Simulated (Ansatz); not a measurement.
**C2H8FInS: vertical ionisation energy**

How much energy removes an electron from C2H8FInS at fixed geometry? The cation is run at each level and the neutral's energy taken from earlier runs.

The runs use Ansatz 0.2.0, Gaussian basis; unrestricted cation, the program's frozen cores in correlated methods.

The runs, in order: UKS PBE-D4/def2-TZVPP; UKS r2SCAN-D4/def2-TZVPP; UKS PBE0-D4/def2-TZVPP; UKS B3LYP-D4/def2-TZVPP; UKS wB97X-V/def2-TZVPP; UKS wB97M-V/def2-TZVPP; UKS B2PLYP/def2-TZVPP; UHF-CCSD(T)/def2-TZVPP; UHF-MP2/def2-QZVPP; extrapolation to the limit; then −ε(HOMO) from the neutral's earlier runs with LDA (SPW92), PBE-D4, revPBE-D4, BLYP-D4, r2SCAN-D4, B97M-V, PBE0-D4, B3LYP-D4, r2SCANh-D4, r2SCAN0-D4, HSE06-D4, BHLYP-D4, CAM-B3LYP-D4, LC-ωPBE, ωB97X-V, ωB97M-V.

## (1) Structure used throughout

An earlier PBE0-D4 in a triple-zeta def2 set relaxation fixed the geometry. In takes the def2 core potential; no spin-orbit term is included.

13 atoms, charge 0, spin multiplicity 1.

Atoms are counted from 1 here; the program's logs count them from 0.

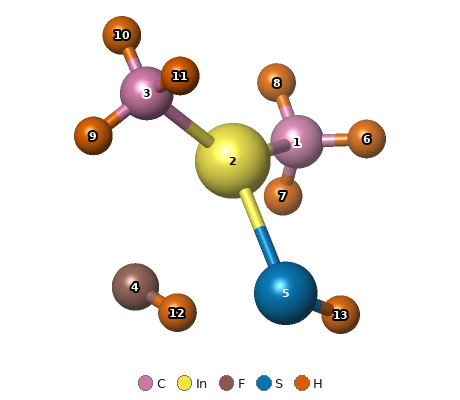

The structure; carbon pink, indium yellow, fluorine brown, sulfur blue, hydrogen orange; atoms are numbered from 1 in the order of the file.

## (2) Cation, UKS PBE-D4/def2-TZVPP

Contents of in.yaml:

```yaml
crystal:
  periodic: [false, false, false]
  atoms:
    - {symbol: C, position_ang: [-1.301021, -1.239209, 1.105522]}
    - {symbol: In, position_ang: [0.218866, -0.170203, 0.049465]}
    - {symbol: C, position_ang: [1.578097, -0.479126, -1.568269]}
    - {symbol: F, position_ang: [-1.181546, 1.701551, -0.974511]}
    - {symbol: S, position_ang: [0.764143, 1.981828, 1.193757]}
    - {symbol: H, position_ang: [-0.983461, -1.408416, 2.135469]}
    - {symbol: H, position_ang: [-2.208326, -0.633682, 1.114051]}
    - {symbol: H, position_ang: [-1.515875, -2.199139, 0.636468]}
    - {symbol: H, position_ang: [1.491196, 0.359201, -2.260577]}
    - {symbol: H, position_ang: [1.364662, -1.406732, -2.098954]}
    - {symbol: H, position_ang: [2.599792, -0.512134, -1.187039]}
    - {symbol: H, position_ang: [-0.660983, 2.157280, -0.298887]}
    - {symbol: H, position_ang: [-0.145043, 1.814279, 2.168303]}
basis:
  gaussian: {orbitals: def2-TZVPP}
total_charge: 1
magnetization: {spin_polarized: true, initial_magnetization: 1}
hamiltonian: {xc: pbe, dispersion: d4}
```

Further steps of the session: Cation, UKS r2SCAN-D4/def2-TZVPP; Cation, UKS PBE0-D4/def2-TZVPP; Cation, UKS B3LYP-D4/def2-TZVPP; Cation, UKS wB97X-V/def2-TZVPP; Cation, UKS wB97M-V/def2-TZVPP; Cation, UKS B2PLYP (frozen core)/def2-TZVPP; Cation, UHF-CCSD(T)/def2-TZVPP; Cation, UHF-MP2/def2-QZVPP.

Q: Predict the results of all the runs planned. Wanted: ionisation energy, CCSD(T)/CBS; nearest functional by difference; nearest −ε(HOMO); −ε(HOMO) of PBE; T1 of the cation.

**Answer**, as computed:

```
                        quantity               value
  ionisation energy, CCSD(T)/CBS             9.82 eV
nearest functional by difference  ωB97X-V (-0.11 eV)
                nearest −ε(HOMO)  ωB97X-V (+0.05 eV)
                 −ε(HOMO) of PBE             6.35 eV
                T1 of the cation               0.019
```

In words: By cation minus neutral, the functionals miss by 0.71 eV at most. The PBE orbital energy is 3.5 eV too small: a semilocal HOMO is no ionisation energy. Among orbital estimates ωB97X-V comes nearest. Hartree-Fock falls 1.22 eV short, as the neutral has more correlation energy than the cation. Correlated methods include outer-core shells of In, which these sets cover unevenly. With outer-core shells in play the reference is unsure by up to some tenths of an eV, so close misses can't be ranked.
